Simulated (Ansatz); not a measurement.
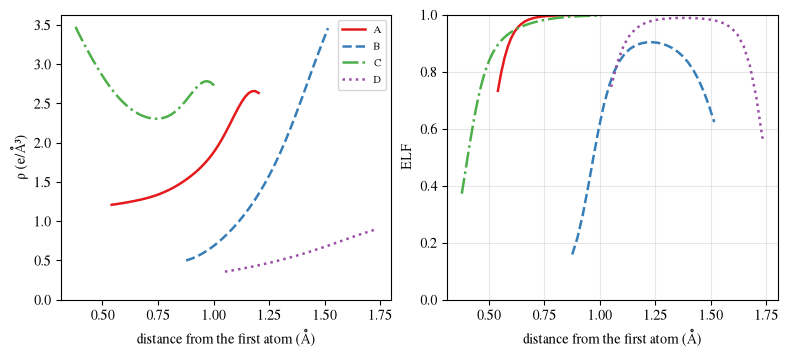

Figure. BH4MgN (SMILES [BH2][Mg][NH2]). Electron density and ELF along straight lines between neighbouring atoms. The curves leave out the atomic cores.

Geometry: PBE0-D4/def2-TZVP.

Computed with RKS PBE0-D4/def2-TZVPP (Ansatz 0.2.0).

Input

```
crystal:
  periodic: [false, false, false]
  atoms:
    - {symbol: B, position_ang: [-1.749628, 0.205540, -1.130333]}
    - {symbol: Mg, position_ang: [0.149988, -0.018373, 0.097357]}
    - {symbol: N, position_ang: [1.733712, -0.203827, 1.119568]}
    - {symbol: H, position_ang: [-2.310321, -0.716945, -1.660876]}
    - {symbol: H, position_ang: [-2.298332, 1.259718, -1.315996]}
    - {symbol: H, position_ang: [2.243389, -1.058564, 1.291001]}
    - {symbol: H, position_ang: [2.231193, 0.532461, 1.599289]}
basis:
  gaussian: {orbitals: def2-TZVPP}
hamiltonian: {xc: pbe0, dispersion: d4}
output: {orbitals: {seedname: orbitals}}
```

Run with:

```sh
ansatz run in.yaml --threads 2 --pin off --events-out ev --progress --plain --max-ram 4352MiB
```

**Which curve belongs to which contact (B–H, Mg–B, Mg–N and N–H)? The first atom named is at distance zero.**

Curve A: B–H (1.20 Å): the density is about 1.2 e/Å³ at the midpoint; the ELF climbs to about 1 towards the hydrogen, as it does in any bond to H: a covalent bond by its length. Curve B: Mg–N (1.89 Å): ρ at the midpoint is about 0.58 e/Å³; the ELF peaks at about 0.90 in the valence shell of N, 0.7 Å from its nucleus, and is about 0.40 at the midpoint (a closed-shell, largely ionic contact). Curve C: N–H (1.01 Å): the density is about 2.8 e/Å³ at the midpoint; the ELF climbs to about 1 towards the hydrogen: a covalent bond by its length. Curve D: Mg–B (2.27 Å): the density is about 0.4 e/Å³ at the midpoint; the ELF peaks at about 1 in the valence shell of B, 0.9 Å from its nucleus, and is about 0.95 at the midpoint.
